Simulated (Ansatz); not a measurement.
```csv
atom,x (Å),y (Å),z (Å)
Ge,-0.0332,0.0581,0.0477
H,0.0334,-0.0576,1.5861
F,1.6040,0.0044,-0.5637
H,-0.7360,1.2756,-0.5912
F,-0.8052,-1.3865,-0.5640
```

These are results of Ansatz 0.2.0, RKS PBE/def2-SVP, not measurements.

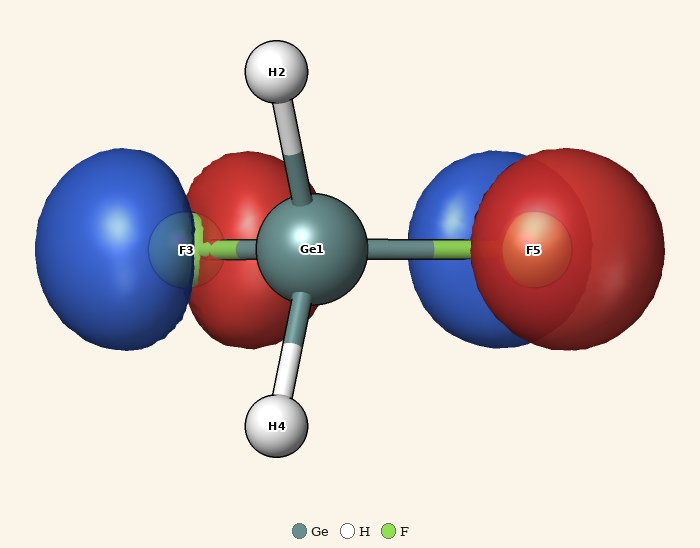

F$_{2}$GeH$_{2}$. The HOMO−1 at ±0.15 Å⁻³ᐟ² (red and blue are the two phases), seen at a tilt.

Q: Describe this orbital and give its energy.

A: It lies mainly on F3 (about 45 %) and F5 (about 45 %); largely a combination of lone pairs on F3 and F5. Its energy is −8.97 eV.
